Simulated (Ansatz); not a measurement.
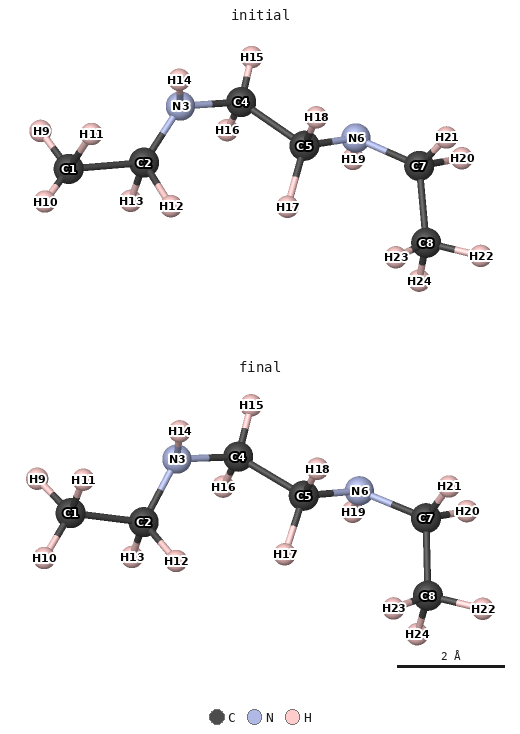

The structure of C6H16N2 before (top) and after (bottom) a relaxation, at one scale.

A ball-and-stick model, seen at a tilt.

The calculation used RKS revPBE-d4/def2-TZVPP in Ansatz 0.2.0.

The input:
```yaml
crystal:
  periodic: [false, false, false]
  atoms:
    - {symbol: C, position_ang: [-1.121485, -3.354610, 1.537949]}
    - {symbol: C, position_ang: [-0.812294, -1.865610, 1.125809]}
    - {symbol: N, position_ang: [-0.038892, -0.954665, 1.687559]}
    - {symbol: C, position_ang: [0.065478, 0.399113, 1.429572]}
    - {symbol: C, position_ang: [0.367462, 0.748415, -0.026003]}
    - {symbol: N, position_ang: [0.463613, 1.961219, -0.152899]}
    - {symbol: C, position_ang: [1.018016, 2.285738, -1.431801]}
    - {symbol: C, position_ang: [0.337379, 1.915745, -2.701652]}
    - {symbol: H, position_ang: [-1.209724, -3.242231, 2.564051]}
    - {symbol: H, position_ang: [-1.417163, -4.122414, 1.126266]}
    - {symbol: H, position_ang: [0.128459, -3.697958, 1.364926]}
    - {symbol: H, position_ang: [-0.636233, -2.206702, -0.076969]}
    - {symbol: H, position_ang: [-1.859477, -1.600225, 1.048126]}
    - {symbol: H, position_ang: [0.849346, -1.575423, 1.677538]}
    - {symbol: H, position_ang: [0.506340, 0.902049, 2.077356]}
    - {symbol: H, position_ang: [-0.831658, 0.646704, 1.476282]}
    - {symbol: H, position_ang: [-0.226475, -0.003180, -0.896460]}
    - {symbol: H, position_ang: [1.420326, 0.272652, -0.161541]}
    - {symbol: H, position_ang: [-0.323418, 2.463189, -0.074558]}
    - {symbol: H, position_ang: [0.853004, 3.601581, -1.346044]}
    - {symbol: H, position_ang: [2.005322, 2.245292, -1.591777]}
    - {symbol: H, position_ang: [0.773741, 2.434395, -3.533498]}
    - {symbol: H, position_ang: [0.322195, 0.978359, -2.872976]}
    - {symbol: H, position_ang: [-0.633715, 2.242735, -2.851022]}
basis:
  gaussian: {orbitals: def2-TZVPP}
hamiltonian: {xc: {name: revPBE}, dispersion: d4, pseudopotentials: {relativity: none}}
relax: {f_tol: 0.001, max_steps: 2}
output: {forces: true}
```

Run as
```bash
ansatz run in.yaml --threads 4 --pin off --events-out ev --progress --plain --max-ram 63488MiB --backend cuda --devices 0, --max-vram 37GiB
```

Describe what moved and what it gained.

Answer. The relaxation stopped without meeting its thresholds, so the last structure isn't shown to be converged. The input was poor on purpose: steps. The largest move after the best rigid fit is that of H11, 0.19 Å. By element the largest moves are H 0.19 Å, C 0.17 Å, N 0.10 Å. Among the contacts that change: C1–H10 0.920 → 1.066 Å, C7–H20 1.329 → 1.183 Å, C5–N6 1.223 → 1.343 Å, C4–H15 0.931 → 1.047 Å. Bond angles that change, for instance: C2–C1–H10 137.3° → 121.1°, C1–C2–N3 131.0° → 114.8°, C2–C1–H11 91.5° → 106.9°. After 1 geometry step the energy has fallen by 742.4 kJ/mol. Largest force component: 14 eV/Å at the start, 5.1 eV/Å at the end. The run took about 7 s of wall time on a shared GPU.
